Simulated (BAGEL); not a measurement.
# C2H4F2S (SMILES FCSCF): B3LYP/def2-SVP (density fitting with qzvpp-jkfit)

What is the energy change on altering one bond length of C2H4F2S at B3LYP/def2-SVP (density fitting with qzvpp-jkfit)? 

The results are computed with BAGEL 1.2.2.

2 further runs of the same task are left out: 2 set aside as unsound or not needed. Runs told in other sessions of the task aren't counted.

### 1 Starting point

C2H4F2S has 9 atoms, charge 0, and is taken as a singlet. SMILES: `FCSCF`. The coordinates come from a GFN2-xTB relaxation. This is one conformer, not always the lowest.

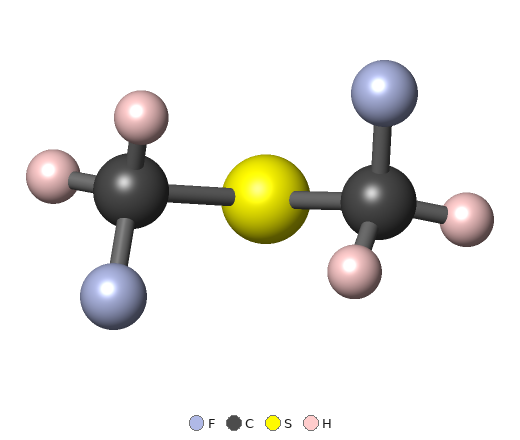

The structure, seen from a chosen angle (fluorine light blue, carbon dark grey, sulfur yellow, hydrogen pink).

### 2 A single-point energy at B3LYP/def2-SVP (density fitting with qzvpp-jkfit)

File calc.json:

```json
{ "bagel" : [

{
  "title" : "molecule",
  "basis" : "svp",
  "df_basis" : "qzvpp-jkfit",
  "angstrom" : "true",
  "geometry" : [
    { "atom" : "F", "xyz" : [       0.209210,      -0.331020,      -1.924700 ] },
    { "atom" : "C", "xyz" : [       0.888130,       0.371850,      -0.977230 ] },
    { "atom" : "S", "xyz" : [       0.954980,      -0.534260,       0.595970 ] },
    { "atom" : "C", "xyz" : [      -0.804910,      -0.418360,       1.028570 ] },
    { "atom" : "F", "xyz" : [      -1.154870,       0.859680,       1.341830 ] },
    { "atom" : "H", "xyz" : [       0.375340,       1.325600,      -0.829310 ] },
    { "atom" : "H", "xyz" : [       1.915080,       0.510300,      -1.319300 ] },
    { "atom" : "H", "xyz" : [      -1.413280,      -0.738170,       0.178440 ] },
    { "atom" : "H", "xyz" : [      -0.969690,      -1.045620,       1.905730 ] }
  ]
},

{
  "title" : "ks",
  "xc_func" : "b3lyp",
  "charge" : 0
},

{
  "title" : "print",
  "file" : "orbitals.molden",
  "orbitals" : "true"
}

]}
```

On the command line:

```console
BAGEL_NUM_THREADS=1 BAGEL calc.json > calc.out
```

The program printed:

```text
* using 1 threads per process

  ===============================================================
  ===============================================================

  *** Geometry ***

  { "atom" : "F", "xyz" : [      0.395350,     -0.625537,     -3.637156 ] },
  { "atom" : "C", "xyz" : [      1.678322,      0.702695,     -1.846697 ] },
  { "atom" : "S", "xyz" : [      1.804651,     -1.009605,      1.126220 ] },
  { "atom" : "C", "xyz" : [     -1.521059,     -0.790586,      1.943716 ] },
  { "atom" : "F", "xyz" : [     -2.182388,      1.624560,      2.535691 ] },
  { "atom" : "H", "xyz" : [      0.709290,      2.505021,     -1.567169 ] },
  { "atom" : "H", "xyz" : [      3.618977,      0.964327,     -2.493116 ] },
  { "atom" : "H", "xyz" : [     -2.670712,     -1.394939,      0.337203 ] },
  { "atom" : "H", "xyz" : [     -1.832449,     -1.975935,      3.601308 ] },

  Number of auxiliary basis functions:      504

  Since a DF basis is specified, we compute 2- and 3-index integrals:
    o Being stored without compression. Storage requirement is 0.036 GB

  Number of basis functions:       94
  Number of electrons      :       50

    * METHOD: MOLECULE                             0.43

  *** Kohn-Sham DFT ***

    * Removing 17132 points whose weight is below 1.00e-10
    * Grid points: 117022

  === Nuclear Repulsion ===
   238.7381089091

       - DIIS with orbital gradients will be used.

  === KS iteration (b3lyp / svp) ===
      0       -647.06739260          0.11403410           0.71
      1       -632.62367807          0.17145383           0.69
      2       -651.81313878          0.12422124           0.69
      3       -674.67173903          0.04808143           0.69
      4       -675.57840474          0.03063528           0.69
      5       -676.11610359          0.00669627           0.69
      6       -676.14359082          0.00273710           0.69
      7       -676.14584404          0.00172867           0.69
      8       -676.14772159          0.00045399           0.69
      9       -676.14782550          0.00010306           0.69
     10       -676.14783016          0.00005971           0.69
     11       -676.14783225          0.00000915           0.69
     12       -676.14783225          0.00000999           0.70
     13       -676.14783231          0.00000199           0.70
     14       -676.14783232          0.00000078           0.70
     15       -676.14783232          0.00000036           0.69
     16       -676.14783232          0.00000015           0.68
     17       -676.14783232          0.00000007           0.68
     18       -676.14783232          0.00000002           0.69
     19       -676.14783232          0.00000001           0.69
     20       -676.14783232          0.00000001           0.68
    * SCF iteration converged.

    * Permanent dipole moment:
           (   -0.063363,     0.035347,    -0.034337) a.u.

    * METHOD: KS                                  15.54

    * METHOD: PRINT                                0.03

  ===============================================================
```

Run time: 16 s. Hardware: 1 thread of Arm Neoverse N1, shared host; peak memory 0.52 GiB.

### 3 The distorted shape, same level

File job.json:

```json
{ "bagel" : [

{
  "title" : "molecule",
  "basis" : "svp",
  "df_basis" : "qzvpp-jkfit",
  "angstrom" : "true",
  "geometry" : [
    { "atom" : "F", "xyz" : [       0.005515,      -0.541901,      -2.208968 ] },
    { "atom" : "C", "xyz" : [       0.888130,       0.371850,      -0.977230 ] },
    { "atom" : "S", "xyz" : [       0.954980,      -0.534260,       0.595970 ] },
    { "atom" : "C", "xyz" : [      -0.804910,      -0.418360,       1.028570 ] },
    { "atom" : "F", "xyz" : [      -1.154870,       0.859680,       1.341830 ] },
    { "atom" : "H", "xyz" : [       0.375340,       1.325600,      -0.829310 ] },
    { "atom" : "H", "xyz" : [       1.915080,       0.510300,      -1.319300 ] },
    { "atom" : "H", "xyz" : [      -1.413280,      -0.738170,       0.178440 ] },
    { "atom" : "H", "xyz" : [      -0.969690,      -1.045620,       1.905730 ] }
  ]
},

{ "title" : "ks", "xc_func" : "b3lyp" },

{ "title" : "print", "file" : "orbitals.molden", "orbitals" : "true" }

]}
```

On the command line:

```console
BAGEL_NUM_THREADS=1 BAGEL job.json > job.out
```

The program printed:

```text
* using 1 threads per process

  ===============================================================
  ===============================================================

  *** Geometry ***

  { "atom" : "F", "xyz" : [      0.010422,     -1.024044,     -4.174345 ] },
  { "atom" : "C", "xyz" : [      1.678322,      0.702695,     -1.846697 ] },
  { "atom" : "S", "xyz" : [      1.804651,     -1.009605,      1.126220 ] },
  { "atom" : "C", "xyz" : [     -1.521059,     -0.790586,      1.943716 ] },
  { "atom" : "F", "xyz" : [     -2.182388,      1.624560,      2.535691 ] },
  { "atom" : "H", "xyz" : [      0.709290,      2.505021,     -1.567169 ] },
  { "atom" : "H", "xyz" : [      3.618977,      0.964327,     -2.493116 ] },
  { "atom" : "H", "xyz" : [     -2.670712,     -1.394939,      0.337203 ] },
  { "atom" : "H", "xyz" : [     -1.832449,     -1.975935,      3.601308 ] },

  Number of auxiliary basis functions:      504

  Since a DF basis is specified, we compute 2- and 3-index integrals:
    o Being stored without compression. Storage requirement is 0.036 GB

  Number of basis functions:       94
  Number of electrons      :       50

    * METHOD: MOLECULE                             0.44

  *** Kohn-Sham DFT ***

    * Removing 16552 points whose weight is below 1.00e-10
    * Grid points: 117602

  === Nuclear Repulsion ===
   228.5573107190

       - DIIS with orbital gradients will be used.

  === KS iteration (b3lyp / svp) ===
      0       -645.53132161          0.11500313           0.72
      1       -604.67518178          0.18281494           0.70
      2       -624.57054055          0.15924358           0.69
      3       -632.79402910          0.17283382           0.69
      4       -672.42507887          0.05682858           0.69
      5       -675.44219886          0.02885926           0.69
      6       -675.97720294          0.01265744           0.69
      7       -676.02789312          0.00965289           0.69
      8       -676.07693155          0.00632600           0.70
      9       -676.10091553          0.00092981           0.69
     10       -676.10146530          0.00020721           0.70
     11       -676.10148519          0.00010245           0.69
     12       -676.10149038          0.00003160           0.69
     13       -676.10149098          0.00001170           0.70
     14       -676.10149108          0.00000302           0.69
     15       -676.10149108          0.00000358           0.69
     16       -676.10149108          0.00000047           0.70
     17       -676.10149108          0.00000020           0.69
     18       -676.10149108          0.00000011           0.70
     19       -676.10149108          0.00000002           0.70
     20       -676.10149108          0.00000001           0.70
     21       -676.10149108          0.00000000           0.69
    * SCF iteration converged.

    * Permanent dipole moment:
           (   -0.303081,    -0.155115,    -0.710509) a.u.

    * METHOD: KS                                  16.35

    * METHOD: PRINT                                0.03

  ===============================================================
```

Run time: 17 s. Hardware: 1 thread of Arm Neoverse N1, shared host; peak memory 0.52 GiB.

### 4 Results

Level: B3LYP/def2-SVP (density fitting with qzvpp-jkfit).

| quantity | value |
| --- | --- |
| first shape: total energy | -676.14783 Eh |
| first shape: dipole moment | 0.20 D |
| first shape: HOMO energy | -7.04 eV |
| first shape: LUMO energy | 0.86 eV |
| first shape: HOMO–LUMO gap | 7.90 eV |
| distorted shape: total energy | -676.10149 Eh |
| distorted shape: dipole moment | 2.00 D |
| distorted shape: HOMO energy | -7.55 eV |
| distorted shape: LUMO energy | -1.38 eV |
| distorted shape: HOMO–LUMO gap | 6.17 eV |
| energy change with the F1–C2 bond stretched from 1.361 to 1.769 Å | 1.261 eV |

**Reading.** With the F1–C2 bond stretched from 1.361 to 1.769 Å the energy rises by 1.26 eV (122 kJ/mol). The first shape isn't relaxed at this level, so the change isn't measured from a minimum.
